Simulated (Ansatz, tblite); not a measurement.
**The cluster Ti2Se4: removing and adding an electron**

What does removing or adding an electron cost or gain for the cluster Ti2Se4? Each charged state is run at several levels.

Program: Ansatz 0.2.0, Gaussian basis. Level of theory: as each input shows. These are calculated values, not measurements.

The runs, in order: charge +1 doublet, at the geometry of the singlet (PBE0-D4/def2-TZVP, PBE-D4/def2-TZVP, r2SCAN-D4/def2-TZVP); charge -1 doublet, at the geometry of the singlet (PBE0-D4/def2-TZVPD, PBE-D4/def2-TZVPD, r2SCAN-D4/def2-TZVPD); charge -1 doublet, relaxed (PBE0-D4/def2-TZVPD, PBE-D4/def2-TZVPD); the starting singlet's energies come from earlier runs.

### 1 The relaxed structure

The geometry is that of the singlet, from an earlier relaxation (PBE0-D4/def2-SVP). At that level it is the lowest of the isomers that a small search found.

6 atoms, charge 0, spin multiplicity 1.

Atoms are counted from 1 here; the program's logs count them from 0.

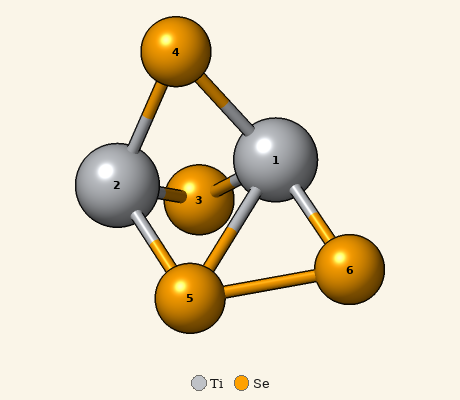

The structure; titanium light grey, selenium orange; atoms are numbered from 1 in the order of the file.

No spin-orbit coupling is included.

### 2 Charge +1 doublet at the fixed geometry, PBE0-D4/def2-TZVP

in.yaml

```yaml
crystal:
  periodic: [false, false, false]
  atoms:
    - {symbol: Ti, position_ang: [0.634178, -0.539038, -0.619072]}
    - {symbol: Ti, position_ang: [0.124770, 0.773178, 1.312533]}
    - {symbol: Se, position_ang: [1.615020, 1.641509, -0.338972]}
    - {symbol: Se, position_ang: [0.825985, -1.493466, 1.582628]}
    - {symbol: Se, position_ang: [-1.884269, 0.473885, -0.000713]}
    - {symbol: Se, position_ang: [-1.315695, -0.856067, -1.936404]}
basis:
  gaussian: {orbitals: def2-TZVP}
total_charge: 1
magnetization: {spin_polarized: true, initial_magnetization: 1}
hamiltonian: {xc: pbe0, dispersion: d4}
scf: {omitted_lower_state_checks: [starts]}
output: {orbitals: {seedname: orbitals}}
```

Started as:

```sh
ansatz run in.yaml --threads 4 --pin off --events-out ev --progress --plain --max-ram 8704MiB
```

What it wrote:

```text
Functional definition: PBE0
  name "PBE0"
  cite "Adamo & Barone, J. Chem. Phys. 110, 6158 (1999) doi:10.1063/1.478522"
  cite "Perdew, Burke & Ernzerhof, Phys. Rev. Lett. 77, 3865 (1996) doi:10.1103/PhysRevLett.77.3865"
  parent pbe
  parameter a = 0.25
  parameter kappa = 0.804
  parameter beta = 0.06672455060314922
  exchange = (1 - a)*pbe_x(kappa = kappa, mu = beta*pi^2/3) + a*exact_x
  correlation = pbe_c(beta = beta)
these checks for a lower state are left out or cut short: starts
2099 factors; integrals over basis functions are off by at most 9.6e-4 eV
mean field evaluation 1: about -307556.1813 eV, gradient 8.7e1 eV
mean field evaluation 2: about -307408.5576 eV, gradient 1.7e2 eV
mean field evaluation 4: about -307560.5155 eV, gradient 8.5e1 eV
mean field evaluation 8: about -307585.6775 eV, gradient 2.5e0 eV
mean field evaluation 16: about -307585.9040 eV, gradient 7.1e-2 eV
mean field evaluation 32: about -307585.9298 eV, gradient 2.4e-5 eV
mean field -307585.92980262 eV, -11303.5744310151 hartree, gradient 1.2e-5 eV, S^2 1.008913; 0 other end points of the search recorded, 0 dependent functions left out
reference -307585.92983711 eV, -11303.5744322825 hartree; 90, 89 occupied and 192, 193 virtual orbitals, 2099 factors
Total energy: -307586.30805215 eV, -11303.5883314288 hartree
Checks for a lower state left out: starts
```

It took 43 s on 4 threads of Intel Xeon Platinum 8488C, shared host; peak memory 2.1 GiB.

Report: HOMO -10.98 eV, LUMO -9.29 eV (over both spins); ⟨S²⟩ 1.009 (pure: 0.75). Doubts: spin contamination.

### 3 Charge +1 doublet at the fixed geometry, PBE-D4/def2-TZVP

start.molden holds the orbitals of an earlier run on this state, given as this run's starting guess.

Edit in.yaml of step 2 so:

```diff
@@ -10,6 +10,6 @@
 basis:
-  gaussian: {orbitals: def2-TZVP}
+  gaussian: {orbitals: def2-TZVP, initial_orbitals: start.molden}
 total_charge: 1
 magnetization: {spin_polarized: true, initial_magnetization: 1}
-hamiltonian: {xc: pbe0, dispersion: d4}
+hamiltonian: {xc: pbe, dispersion: d4}
 scf: {omitted_lower_state_checks: [starts]}
```

Launched as before.

What it wrote:

```text
Functional definition: PBE
  name "PBE"
  cite "Perdew, Burke & Ernzerhof, Phys. Rev. Lett. 77, 3865 (1996) doi:10.1103/PhysRevLett.77.3865"
  parent pbe
  parameter kappa = 0.804
  parameter beta = 0.06672455060314922
  exchange = pbe_x(kappa = kappa, mu = beta*pi^2/3)
  correlation = pbe_c(beta = beta)
these checks for a lower state are left out or cut short: starts
2374 factors; their error is unknown
mean field evaluation 1: about -307577.6918 eV, gradient 1.3e1 eV
mean field evaluation 2: about -307578.1493 eV, gradient 8.2e-1 eV
mean field evaluation 4: about -307578.1052 eV, gradient 2.3e-1 eV
mean field evaluation 8: about -307578.1127 eV, gradient 7.4e-1 eV
mean field evaluation 16: about -307578.2371 eV, gradient 2.9e-2 eV
mean field evaluation 32: about -307578.2376 eV, gradient 4.7e-6 eV
mean field -307578.23756123 eV, -11303.2917463577 hartree, gradient 4.7e-6 eV, S^2 0.764640; 0 other end points of the search recorded, 0 dependent functions left out
reference -307578.23760529 eV, -11303.2917479768 hartree; 90, 89 occupied and 192, 193 virtual orbitals, 2374 factors
Total energy: -307578.67103594 eV, -11303.3076762597 hartree
Checks for a lower state left out: starts
```

Wall time 33 s (4 threads of Intel Xeon Platinum 8488C, shared host); peak memory 1.6 GiB.

Report: HOMO -9.83 eV, LUMO -9.73 eV (over both spins); ⟨S²⟩ 0.765 (pure: 0.75).

### 4 Charge +1 doublet at the fixed geometry, r2SCAN-D4/def2-TZVP

Edit in.yaml of step 3 so:

```diff
@@ -13,3 +13,3 @@
 magnetization: {spin_polarized: true, initial_magnetization: 1}
-hamiltonian: {xc: pbe, dispersion: d4}
+hamiltonian: {xc: r2scan, dispersion: d4}
 scf: {omitted_lower_state_checks: [starts]}
```

Same command.

What it wrote (excerpt; [...] marks lines left out):

```text
Functional definition: r2SCAN
  name "r2SCAN"
  cite "Furness, Kaplan, Ning, Perdew & Sun, J. Phys. Chem. Lett. 11, 8208 (2020) doi:10.1021/acs.jpclett.0c02405"
  cite "Furness, Kaplan, Ning, Perdew & Sun, J. Phys. Chem. Lett. 11, 9248 (2020) doi:10.1021/acs.jpclett.0c03077"
  parent r2scan
[...]
2374 factors; their error is unknown
[...]
mean field -307626.11196407 eV, -11305.0510982116 hartree, gradient 8.7e-6 eV, S^2 0.784567; 0 other end points of the search recorded, 0 dependent functions left out
reference -307626.11198036 eV, -11305.0510988104 hartree; 90, 89 occupied and 192, 193 virtual orbitals, 2374 factors
Total energy: -307626.19736824 eV, -11305.0542367571 hartree
Checks for a lower state left out: starts
```

Wall time 41 s (4 threads of Intel Xeon Platinum 8488C, shared host); peak memory 0.96 GiB.

HOMO -10.04 eV, LUMO -9.60 eV (over both spins); ⟨S²⟩ 0.785 (pure: 0.75).

### 5 Vertical ionisation energy

Charged state less starting state, singlet to doublet; the starting state's energies are those of its earlier runs.

```tsv
level	vertical ionisation energy (eV)	time
PBE-D4/def2-TZVP	+7.41	37 s
r2SCAN-D4/def2-TZVP	+7.48	53 s
PBE0-D4/def2-TZVP	+7.70	58 s
```

Times add the two runs; a level without a time comes out of a correlated run.

Beside −ε(HOMO) of the starting state:

```tsv
level	−ε(HOMO) (eV)	by difference (eV)	mismatch (eV)
PBE-D4/def2-TZVP	5.06	7.41	-2.35
r2SCAN-D4/def2-TZVP	5.33	7.48	-2.15
PBE0-D4/def2-TZVP	6.17	7.70	-1.54
```

### 6 Charge -1 doublet at the fixed geometry, PBE0-D4/def2-TZVPD

Edit in.yaml of step 4 so:

```diff
@@ -10,6 +10,6 @@
 basis:
-  gaussian: {orbitals: def2-TZVP, initial_orbitals: start.molden}
-total_charge: 1
+  gaussian: {orbitals: def2-TZVPD}
+total_charge: -1
 magnetization: {spin_polarized: true, initial_magnetization: 1}
-hamiltonian: {xc: r2scan, dispersion: d4}
+hamiltonian: {xc: pbe0, dispersion: d4}
 scf: {omitted_lower_state_checks: [starts]}
```

Same command.

What it wrote (excerpt; [...] marks lines left out):

```text
Functional definition: PBE0
  name "PBE0"
  cite "Adamo & Barone, J. Chem. Phys. 110, 6158 (1999) doi:10.1063/1.478522"
  cite "Perdew, Burke & Ernzerhof, Phys. Rev. Lett. 77, 3865 (1996) doi:10.1103/PhysRevLett.77.3865"
  parent pbe
[...]
2293 factors; integrals over basis functions are off by at most 9.6e-4 eV
[...]
mean field -307595.82482760 eV, -11303.9380664757 hartree, gradient 2.6e-5 eV, S^2 1.033921; 0 other end points of the search recorded, 0 dependent functions left out
reference -307595.82487467 eV, -11303.9380682054 hartree; 91, 90 occupied and 233, 234 virtual orbitals, 2293 factors
Total energy: -307596.22226048 eV, -11303.9526718647 hartree
Checks for a lower state left out: starts
```

Wall time 67 s (4 threads of Intel Xeon Platinum 8488C, shared host); peak memory 2.6 GiB.

Report: HOMO -0.89 eV, LUMO 1.35 eV (over both spins); ⟨S²⟩ 1.034 (pure: 0.75). Doubts: spin contamination.

### 7 Charge -1 doublet at the fixed geometry, PBE-D4/def2-TZVPD

Edit in.yaml of step 6 so:

```diff
@@ -10,6 +10,6 @@
 basis:
-  gaussian: {orbitals: def2-TZVPD}
+  gaussian: {orbitals: def2-TZVPD, initial_orbitals: start.molden}
 total_charge: -1
 magnetization: {spin_polarized: true, initial_magnetization: 1}
-hamiltonian: {xc: pbe0, dispersion: d4}
+hamiltonian: {xc: pbe, dispersion: d4}
 scf: {omitted_lower_state_checks: [starts]}
```

Same command.

What it wrote:

```text
Functional definition: PBE
  name "PBE"
  cite "Perdew, Burke & Ernzerhof, Phys. Rev. Lett. 77, 3865 (1996) doi:10.1103/PhysRevLett.77.3865"
  parent pbe
  parameter kappa = 0.804
  parameter beta = 0.06672455060314922
  exchange = pbe_x(kappa = kappa, mu = beta*pi^2/3)
  correlation = pbe_c(beta = beta)
these checks for a lower state are left out or cut short: starts
2544 factors; their error is unknown
mean field evaluation 1: about -307587.1613 eV, gradient 1.3e1 eV
mean field evaluation 2: about -307587.6371 eV, gradient 9.0e-1 eV
mean field evaluation 4: about -307587.7125 eV, gradient 3.2e-2 eV
mean field evaluation 8: about -307587.6520 eV, gradient 2.2e-5 eV
mean field -307587.65201391 eV, -11303.6377211124 hartree, gradient 2.0e-5 eV, S^2 0.759148; 0 other end points of the search recorded, 0 dependent functions left out
reference -307587.65207206 eV, -11303.6377232493 hartree; 91, 90 occupied and 233, 234 virtual orbitals, 2544 factors
Total energy: -307588.10728072 eV, -11303.6544518589 hartree
Checks for a lower state left out: starts
```

Run time: 15 s. Hardware: 4 threads of Intel Xeon Platinum 8488C, shared host; peak memory 1.1 GiB.

HOMO 0.05 eV, LUMO 0.59 eV (over both spins); ⟨S²⟩ 0.759 (pure: 0.75). Doubts: highest occupied level lies above zero.

### 8 Charge -1 doublet at the fixed geometry, r2SCAN-D4/def2-TZVPD

Edit in.yaml of step 7 so:

```diff
@@ -13,3 +13,3 @@
 magnetization: {spin_polarized: true, initial_magnetization: 1}
-hamiltonian: {xc: pbe, dispersion: d4}
+hamiltonian: {xc: r2scan, dispersion: d4}
 scf: {omitted_lower_state_checks: [starts]}
```

Launched as before.

What it wrote:

```text
Functional definition: r2SCAN
  name "r2SCAN"
  cite "Furness, Kaplan, Ning, Perdew & Sun, J. Phys. Chem. Lett. 11, 8208 (2020) doi:10.1021/acs.jpclett.0c02405"
  cite "Furness, Kaplan, Ning, Perdew & Sun, J. Phys. Chem. Lett. 11, 9248 (2020) doi:10.1021/acs.jpclett.0c03077"
  parent r2scan
  parameter k0 = 0.174
  parameter k1 = 0.065
  parameter a1 = 4.9479
  exchange = r2scan_x(k0 = k0, k1 = k1, a1 = a1)
  correlation = r2scan_c
these checks for a lower state are left out or cut short: starts
2544 factors; their error is unknown
mean field evaluation 1: about -307635.5139 eV, gradient 9.4e0 eV
mean field evaluation 2: about -307635.7364 eV, gradient 4.3e-1 eV
mean field evaluation 4: about -307635.6964 eV, gradient 1.8e-1 eV
mean field evaluation 8: about -307635.6979 eV, gradient 6.1e-4 eV
mean field -307635.69791314 eV, -11305.4033753425 hartree, gradient 2.2e-5 eV, S^2 0.807827; 0 other end points of the search recorded, 0 dependent functions left out
reference -307635.69796928 eV, -11305.4033774057 hartree; 91, 90 occupied and 233, 234 virtual orbitals, 2544 factors
Total energy: -307635.78783180 eV, -11305.4066797921 hartree
Checks for a lower state left out: starts
```

It took 38 s on 4 threads of Intel Xeon Platinum 8488C, shared host; peak memory 1.3 GiB.

Report: HOMO -0.19 eV, LUMO 0.70 eV (over both spins); ⟨S²⟩ 0.808 (pure: 0.75).

### 9 Vertical electron affinity

Starting state less charged state (positive: the electron is bound), singlet to doublet; the starting state's energies are those of its earlier runs.

```tsv
level	vertical electron affinity (eV)	time
PBE-D4/def2-TZVPD	+1.97	23 s
r2SCAN-D4/def2-TZVPD	+2.07	52 s
PBE0-D4/def2-TZVPD	+2.16	86 s
```

Times add the two runs; a level without a time comes out of a correlated run.

Beside −ε(LUMO) of the starting state:

```tsv
level	−ε(LUMO) (eV)	by difference (eV)	mismatch (eV)
PBE-D4/def2-TZVPD	4.02	1.97	+2.04
r2SCAN-D4/def2-TZVPD	3.95	2.07	+1.89
PBE0-D4/def2-TZVPD	3.27	2.16	+1.11
```

### 10 Relaxing the charge -1 doublet

Edit in.yaml of step 8 so:

```diff
@@ -10,7 +10,8 @@
 basis:
-  gaussian: {orbitals: def2-TZVPD, initial_orbitals: start.molden}
+  gaussian: {orbitals: def2-SVPD}
 total_charge: -1
 magnetization: {spin_polarized: true, initial_magnetization: 1}
-hamiltonian: {xc: r2scan, dispersion: d4}
-scf: {omitted_lower_state_checks: [starts]}
+hamiltonian: {xc: pbe0, dispersion: d4}
+scf: {lower_state_search: "off"}
 output: {orbitals: {seedname: orbitals}}
+relax: {f_tol: 0.02, max_steps: 100}
```

The command is unchanged.

What it wrote (excerpt; [...] marks lines left out):

```text
Functional definition: PBE0
  name "PBE0"
  cite "Adamo & Barone, J. Chem. Phys. 110, 6158 (1999) doi:10.1063/1.478522"
  cite "Perdew, Burke & Ernzerhof, Phys. Rev. Lett. 77, 3865 (1996) doi:10.1103/PhysRevLett.77.3865"
  parent pbe
[...]
2460 factors; integrals over basis functions are off by at most 3.3e-4 eV
[...]
mean field -307558.27749450 eV, -11302.5582274347 hartree, gradient 2.4e-6 eV, S^2 1.030784; 0 other end points of the search recorded, 0 dependent functions left out
[...]
reference -307558.27753053 eV, -11302.5582287591 hartree; 91, 90 occupied and 141, 142 virtual orbitals, 2460 factors
relax step   1: F+E_penalty+E_count = -307558.67488031 eV  Δ(F+E_penalty+E_count) = +0.000e0 eV  max|allowed force component| = 1.046e0 eV/Å  Δτ_max = 0.0000 Å  (54 SCF iters, accepted)
[...]
relax step  11: F+E_penalty+E_count = -307559.90039530 eV  Δ(F+E_penalty+E_count) = -1.243e-4 eV  max|allowed force component| = 1.918e-2 eV/Å  Δτ_max = 0.0044 Å  (36 SCF iters, accepted)
Total energy: -307559.90043403 eV, -11302.6178693624 hartree
Atom 0 at    -0.151020    -0.352961    -0.637786 Å, force     0.005783     0.010302     0.019182 eV/Å
Atom 1 at     0.366214     0.856003     1.546750 Å, force     0.000704     0.002107     0.003718 eV/Å
Atom 2 at     1.517652     1.523275    -0.455643 Å, force    -0.003384    -0.004119    -0.003347 eV/Å
Atom 3 at     0.753581    -1.512668     1.405421 Å, force    -0.002369    -0.000063    -0.005838 eV/Å
Atom 4 at    -1.881568     0.898711     0.693570 Å, force     0.001376    -0.002594    -0.003658 eV/Å
Atom 5 at    -0.604871    -1.412359    -2.552312 Å, force    -0.002109    -0.005635    -0.010057 eV/Å
Dipole moment:     0.264954     0.620108     1.120359 e Å
Checks for a lower state left out: stability, starts, cluster_reference, orbital_swaps, neighbouring_geometries, increment
```

Run time: 3.5 min. Hardware: 4 threads of Intel Xeon Platinum 8488C, shared host; peak memory 1.8 GiB.

The steps of the relaxation:

```tsv
step	energy from step 1 (eV)	largest force component (eV/Å)
1	0.0000	1.0463
2	-0.1763	0.5747
3	-0.2683	0.8389
4	-0.4941	0.8260
5	-0.7148	1.0848
6	-0.8972	1.0015
7	-1.1279	0.5940
8	-1.1532	0.8076
9	-1.2246	0.0845
10	-1.2254	0.0471
11	-1.2255	0.0192
```

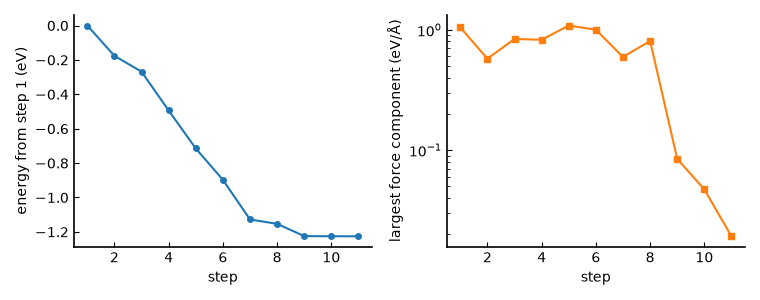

Energy and force, step by step.

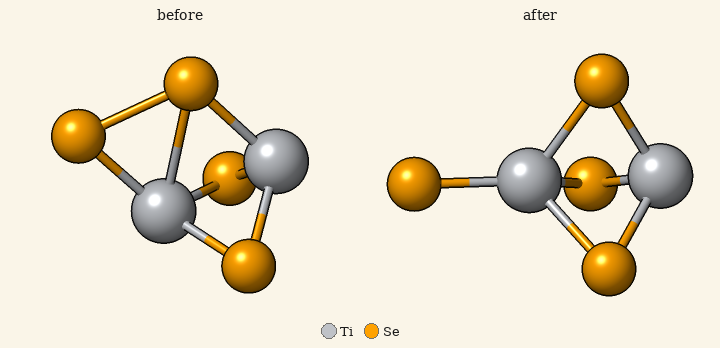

Before and after, at one scale.

Close pairs (by a distance rule), those that changed most:

```tsv
bond	before (Å)	after (Å)	change (Å)
Se5–Se6	2.416	4.184	+1.768
Ti1–Se5	2.784	2.517	-0.267
Ti1–Ti2	2.390	2.550	+0.160
Ti1–Se6	2.374	2.235	-0.140
Ti1–Se4	2.407	2.518	+0.110
Ti1–Se3	2.407	2.518	+0.110
Ti2–Se3	2.388	2.404	+0.016
Ti2–Se4	2.388	2.404	+0.016
```

Contacts that opened: Se5–Se6 2.42 to 4.18 Å.

### 11 Charge -1 doublet, PBE0-D4/def2-TZVPD

in.yaml

```yaml
crystal:
  periodic: [false, false, false]
  atoms:
    - {symbol: Ti, position_ang: [-0.151020, -0.352961, -0.637786]}
    - {symbol: Ti, position_ang: [0.366214, 0.856003, 1.546750]}
    - {symbol: Se, position_ang: [1.517652, 1.523275, -0.455643]}
    - {symbol: Se, position_ang: [0.753581, -1.512668, 1.405421]}
    - {symbol: Se, position_ang: [-1.881568, 0.898711, 0.693570]}
    - {symbol: Se, position_ang: [-0.604871, -1.412359, -2.552312]}
basis:
  gaussian: {orbitals: def2-TZVPD, initial_orbitals: start.molden}
total_charge: -1
magnetization: {spin_polarized: true, initial_magnetization: 1}
hamiltonian: {xc: pbe0, dispersion: d4}
scf: {omitted_lower_state_checks: [starts]}
output: {orbitals: {seedname: orbitals}}
```

Same command.

What it wrote (excerpt; [...] marks lines left out):

```text
Functional definition: PBE0
  name "PBE0"
  cite "Adamo & Barone, J. Chem. Phys. 110, 6158 (1999) doi:10.1063/1.478522"
  cite "Perdew, Burke & Ernzerhof, Phys. Rev. Lett. 77, 3865 (1996) doi:10.1103/PhysRevLett.77.3865"
  parent pbe
[...]
2288 factors; integrals over basis functions are off by at most 9.8e-4 eV
[...]
mean field -307597.06713882 eV, -11303.9837205712 hartree, gradient 1.8e-5 eV, S^2 0.766050; 0 other end points of the search recorded, 0 dependent functions left out
reference -307597.06719004 eV, -11303.9837224533 hartree; 91, 90 occupied and 233, 234 virtual orbitals, 2288 factors
Total energy: -307597.44077640 eV, -11303.9974514989 hartree
Checks for a lower state left out: starts
```

It took 36 s on 4 threads of Intel Xeon Platinum 8488C, shared host; peak memory 2.3 GiB.

From the report: HOMO -2.18 eV, LUMO 0.74 eV (over both spins); ⟨S²⟩ 0.766 (pure: 0.75).

### 12 Charge -1 doublet, PBE-D4/def2-TZVPD

Edit in.yaml of step 11 so:

```diff
@@ -13,3 +13,3 @@
 magnetization: {spin_polarized: true, initial_magnetization: 1}
-hamiltonian: {xc: pbe0, dispersion: d4}
+hamiltonian: {xc: pbe, dispersion: d4}
 scf: {omitted_lower_state_checks: [starts]}
```

Same command.

What it wrote:

```text
Functional definition: PBE
  name "PBE"
  cite "Perdew, Burke & Ernzerhof, Phys. Rev. Lett. 77, 3865 (1996) doi:10.1103/PhysRevLett.77.3865"
  parent pbe
  parameter kappa = 0.804
  parameter beta = 0.06672455060314922
  exchange = pbe_x(kappa = kappa, mu = beta*pi^2/3)
  correlation = pbe_c(beta = beta)
these checks for a lower state are left out or cut short: starts
2544 factors; their error is unknown
mean field evaluation 1: about -307588.5034 eV, gradient 1.3e1 eV
mean field evaluation 2: about -307588.9001 eV, gradient 5.3e-1 eV
mean field evaluation 4: about -307588.8547 eV, gradient 5.6e-2 eV
mean field evaluation 8: about -307588.8548 eV, gradient 2.1e-5 eV
mean field -307588.85475532 eV, -11303.6819210441 hartree, gradient 2.1e-5 eV, S^2 0.759070; 0 other end points of the search recorded, 0 dependent functions left out
reference -307588.85481955 eV, -11303.6819234044 hartree; 91, 90 occupied and 233, 234 virtual orbitals, 2544 factors
Total energy: -307589.27819981 eV, -11303.6974823418 hartree
Checks for a lower state left out: starts
```

It took 17 s on 4 threads of Intel Xeon Platinum 8488C, shared host; peak memory 1.1 GiB.

From the report: HOMO -1.20 eV, LUMO -0.13 eV (over both spins); ⟨S²⟩ 0.759 (pure: 0.75).

### 13 Adiabatic electron affinity

Starting state less charged state (positive: the electron is bound), singlet to doublet; the starting state's energies are those of its earlier runs.

```tsv
level	adiabatic electron affinity (eV)	time
PBE-D4/def2-TZVPD	+3.14	25 s
PBE0-D4/def2-TZVPD	+3.38	55 s
```

Times add the two runs; a level without a time comes out of a correlated run.

### 14 Outcome

```
                                              quantity                               value
  vertical ionisation energy, functionals in def2-TZVP  7.41 (PBE-D4) to 7.70 eV (PBE0-D4)
 vertical electron affinity, functionals in def2-TZVPD  1.97 (PBE-D4) to 2.16 eV (PBE0-D4)
adiabatic electron affinity, functionals in def2-TZVPD  3.14 (PBE-D4) to 3.38 eV (PBE0-D4)
       relaxation of the anion side, PBE-D4/def2-TZVPD                             1.17 eV
```

In words: The vertical ionisation energy spans 7.41 to 7.70 eV over the functionals. −ε(HOMO) misses the level's own difference by -1.54 eV at best (PBE0-D4) and -2.35 eV at worst (PBE-D4). The vertical electron affinity spans 1.97 to 2.16 eV over the functionals. −ε(LUMO) misses the level's own difference by +1.11 eV at best (PBE0-D4) and +2.04 eV at worst (PBE-D4). The adiabatic electron affinity spans 3.14 to 3.38 eV over the functionals. Relaxing the reduced state gains 1.17 eV at PBE-D4/def2-TZVPD. Some contacts opened when a charged state relaxed, so the adiabatic value holds a change of structure. The charged states' spins were chosen beforehand and needn't be their lowest.
